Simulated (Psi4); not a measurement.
# UM06-2X/cc-pVDZ run of C2F5 (pentafluoroethyl)

Aim: the vertical doublet–quartet gap of C2F5 (pentafluoroethyl) at UM06-2X/cc-pVDZ, from 2 runs. 

The results are computed with Psi4 1.11.

### Step 1. The structure to begin with

C2F5 has 7 atoms, charge 0, and is taken as a doublet. As SMILES, `F[C](F)C(F)(F)F`. Geometry: relaxed at PBE0-D4/def2-TZVP.

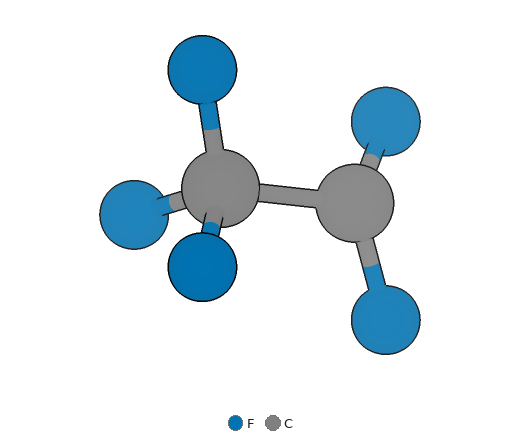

Viewed from a chosen angle; fluorine blue, carbon grey.

### Step 2. Energy and forces at UM06-2X/cc-pVDZ

Contents of job.py:

```python
import psi4

psi4.set_memory('2200 MB')
psi4.set_num_threads(1)
psi4.set_output_file('output.dat', False)

mol = psi4.geometry("""
0 2
F      2.94991917    -1.59874610     0.96933502
C      0.60851071    -0.88518551     1.36655545
F     -0.87707859    -2.79911903     1.89475280
C     -0.43150006     0.90858032    -0.60567612
F      1.09218611     2.88578187    -0.84058797
F     -2.71137904     1.69340248     0.08171176
F     -0.63063940    -0.20473293    -2.86607202
units bohr
symmetry c1
no_reorient
no_com
""")

psi4.set_options({
    'basis': 'cc-pVDZ',
    'reference': 'uks',
    'puream': True,
    'e_convergence': 1e-09,
    'd_convergence': 1e-08,
    'scf_type': 'pk',
    'dft_radial_points': 99,
    'dft_spherical_points': 590,
    'maxiter': 100,
})

E, wfn = psi4.gradient("m06-2x", return_wfn=True)
psi4.oeprop(wfn, "MULLIKEN_CHARGES", "MAYER_INDICES", "QUADRUPOLE")
print('gradient / Eh bohr^-1')
print(E.np.round(6))
print(f'energy = {wfn.energy():.10f} Eh')
```

The run is started by

```
$ python job.py
```

output.dat:

```text
[...]
  Running in c1 symmetry.
[...]
  Nuclear repulsion =  346.112002489475856
[...]
  Multiplicity = 2
[...]
  Nalpha       = 29
  Nbeta        = 28
[...]
    Number of basis functions: 98
[...]
   @UKS iter   1:  -575.12543183333548   -2.30255e-01   4.87766e-03 DIIS/ADIIS
[...]
   @UKS iter  13:  -575.20500516661639   -2.04636e-12   6.47233e-09 DIIS
[...]
   @S^2 Observed:                7.531383091E-01
[...]
    Orbital Energies [Eh]
    ---------------------
    Alpha Occupied:
       1A    -25.324091     2A    -25.324084     3A    -25.312317
       4A    -25.312296     5A    -25.308590     6A    -10.825206
       7A    -10.748162     8A     -1.495783     9A     -1.467305
      10A     -1.411332    11A     -1.396833    12A     -1.394431
      13A     -0.905426    14A     -0.797317    15A     -0.734383
      16A     -0.722758    17A     -0.717179    18A     -0.684764
      19A     -0.659312    20A     -0.605255    21A     -0.586796
      22A     -0.583741    23A     -0.583699    24A     -0.555831
      25A     -0.543806    26A     -0.537894    27A     -0.524240
      28A     -0.493760    29A     -0.326979
    Alpha Virtual:
[...]
  @UKS Final Energy:  -575.20500516661639
   => Energetics <=
    Nuclear Repulsion Energy =            346.1120024894758558
    One-Electron Energy =               -1486.2869290140606608
    Two-Electron Energy =                 595.2310473723324549
    DFT Exchange-Correlation Energy =     -30.2611260143640308
    Empirical Dispersion Energy =           0.0000000000000000
    VV10 Nonlocal Energy =                  0.0000000000000000
    Total Energy =                       -575.2050051666163881
[...]
  -Total Gradient:
     Atom            X                  Y                   Z
    ------   -----------------  -----------------  -----------------
       1       -0.005007486067     0.001120500623     0.002018837194
       2        0.002092929191    -0.007479137950    -0.000984577063
       3        0.003884106747     0.003920458828    -0.000144456464
       4       -0.001667658288     0.004290201269    -0.001388031753
       5       -0.001887340703    -0.001822636470     0.000082327564
       6        0.002407863492    -0.000496663766    -0.000940089856
       7        0.000116757709     0.000523551876     0.001170013157
[...]
 Multipole Moments:
 ------------------------------------------------------------------------------------
     Multipole            Electronic (a.u.)      Nuclear  (a.u.)        Total (a.u.)
 ------------------------------------------------------------------------------------
 L = 1.  Multiply by 2.5417464519 to convert [e a0] to [Debye]
 Dipole X            :          0.5859458           -0.5308618            0.0550839
 Dipole Y            :          0.0372772           -0.0703545           -0.0330774
 Dipole Z            :          2.4663607           -2.2824677            0.1838930
 Magnitude           :                                                    0.1947947
 L = 2.  Multiply by 1.3450342976 to convert [e a0^2] to [Debye ang]
 Quadrupole XX       :       -196.1746514          169.0598508          -27.1148005
 Quadrupole XY       :         37.7387155          -37.7290957            0.0096198
[...]
  Mulliken Charges: (a.u.)
   Center  Symbol    Alpha    Beta     Spin     Total
       1     F     4.59699  4.53839  0.05860 -0.13537
       2     C     3.29847  2.44963  0.84884  0.25190
       3     F     4.59698  4.53839  0.05859 -0.13538
       4     C     2.75066  2.73881  0.01185  0.51054
       5     F     4.58000  4.58069 -0.00069 -0.16069
       6     F     4.58002  4.58071 -0.00069 -0.16072
       7     F     4.59688  4.57338  0.02350 -0.17026
   Total alpha = 29.00000, Total beta = 28.00000, Total charge =  0.00000
  Mayer Bond Indices:
[...]
```

Standard output:

```text
gradient / Eh bohr^-1
[[-5.007e-03  1.121e-03  2.019e-03]
 [ 2.093e-03 -7.479e-03 -9.850e-04]
 [ 3.884e-03  3.920e-03 -1.440e-04]
 [-1.668e-03  4.290e-03 -1.388e-03]
 [-1.887e-03 -1.823e-03  8.200e-05]
 [ 2.408e-03 -4.970e-04 -9.400e-04]
 [ 1.170e-04  5.240e-04  1.170e-03]]
energy = -575.2050051666 Eh
```

It took 53 s on 1 thread of Intel Xeon 6975P-C (Granite Rapids), shared host; peak memory 1.1 GiB.

### Step 3. The quartet: a single-point energy at UM06-2X/cc-pVDZ

Contents of c2f5.in:

```
memory 2200 mb

molecule {
  0 4
  F      1.561030    -0.846020     0.512950
  C      0.322010    -0.468420     0.723150
  F     -0.464130    -1.481230     1.002660
  C     -0.228340     0.480800    -0.320510
  F      0.577960     1.527090    -0.444820
  F     -1.434800     0.896110     0.043240
  F     -0.333720    -0.108340    -1.516660
  symmetry c1
  no_reorient
  no_com
}

set {
  basis cc-pVDZ
  reference uks
  puream true
  e_convergence 1e-09
  d_convergence 1e-08
  scf_type pk
  dft_radial_points 99
  dft_spherical_points 590
  maxiter 100
}

e_tot, wfn = energy("m06-2x", return_wfn=True)
oeprop(wfn, "QUADRUPOLE", "LOWDIN_CHARGES", "MAYER_INDICES", title="M06-2X")
```

The run is started by

```
$ psi4 -i c2f5.in -o c2f5.out -n 1
```

c2f5.out:

```text
[...]
  Running in c1 symmetry.
[...]
  Nuclear repulsion =  346.112002362467138
[...]
  Multiplicity = 4
[...]
  Nalpha       = 30
  Nbeta        = 27
[...]
    Number of basis functions: 98
[...]
   @UKS iter   1:  -574.71565926972983    1.79517e-01   4.00434e-03 ADIIS/DIIS
[...]
   @UKS iter  17:  -574.77460175768340   -1.25056e-12   4.48634e-09 DIIS
[...]
   @S^2 Observed:                3.757983549E+00
[...]
    Orbital Energies [Eh]
    ---------------------
    Alpha Occupied:
       1A    -25.329348     2A    -25.329322     3A    -25.326484
       4A    -25.326473     5A    -25.324211     6A    -10.817534
       7A    -10.754040     8A     -1.510871     9A     -1.476258
      10A     -1.424576    11A     -1.414097    12A     -1.409713
      13A     -0.930345    14A     -0.809386    15A     -0.747389
      16A     -0.745241    17A     -0.731621    18A     -0.702251
      19A     -0.662242    20A     -0.623900    21A     -0.610295
      22A     -0.605500    23A     -0.588747    24A     -0.565873
      25A     -0.559105    26A     -0.550658    27A     -0.541804
      28A     -0.532391    29A     -0.336421    30A     -0.049910
    Alpha Virtual:
[...]
  @UKS Final Energy:  -574.77460175768340
   => Energetics <=
    Nuclear Repulsion Energy =            346.1120023624671376
    One-Electron Energy =               -1485.6934368153040396
    Two-Electron Energy =                 595.0605336028543206
    DFT Exchange-Correlation Energy =     -30.2537009077007859
    Empirical Dispersion Energy =           0.0000000000000000
    VV10 Nonlocal Energy =                  0.0000000000000000
    Total Energy =                       -574.7746017576833992
[...]
 Multipole Moments:
 ------------------------------------------------------------------------------------
     Multipole            Electronic (a.u.)      Nuclear  (a.u.)        Total (a.u.)
 ------------------------------------------------------------------------------------
 L = 1.  Multiply by 2.5417464519 to convert [e a0] to [Debye]
 Dipole X            :          0.5191354           -0.5308619           -0.0117264
 Dipole Y            :          0.1382486           -0.0703545            0.0678941
 Dipole Z            :          2.3221550           -2.2824679            0.0396871
 Magnitude           :                                                    0.0795122
 L = 2.  Multiply by 1.3450342976 to convert [e a0^2] to [Debye ang]
 Quadrupole XX       :       -196.3844593          169.0598513          -27.3246080
 Quadrupole XY       :         37.2730424          -37.7290958           -0.4560534
[...]
```

Wall time 62 s (1 thread of Intel Xeon 6975P-C (Granite Rapids), shared host); peak memory 1.1 GiB.

### Step 4. Outcome

At UM06-2X/cc-pVDZ:

| quantity | value |
| --- | --- |
| doublet: total energy | -575.20501 Eh |
| doublet: dipole moment | 0.50 D |
| doublet: HOMO energy (highest over α and β) | -8.90 eV |
| doublet: LUMO energy (lowest over α and β) | -1.23 eV |
| doublet: ⟨S²⟩ | 0.753 |
| doublet: largest force on an atom | 0.403 eV/Å |
| quartet: total energy | -574.77460 Eh |
| quartet: dipole moment | 0.20 D |
| quartet: HOMO energy (highest over α and β) | -1.36 eV |
| quartet: ⟨S²⟩ | 3.758 |
| vertical energy of the quartet above the doublet | 11.712 eV |

In words: At this shape the quartet lies 11.71 eV (270 kcal/mol) above the doublet. The largest force (doublet) is 0.40 eV/Å: the shape isn't a stationary point for this species at this level.
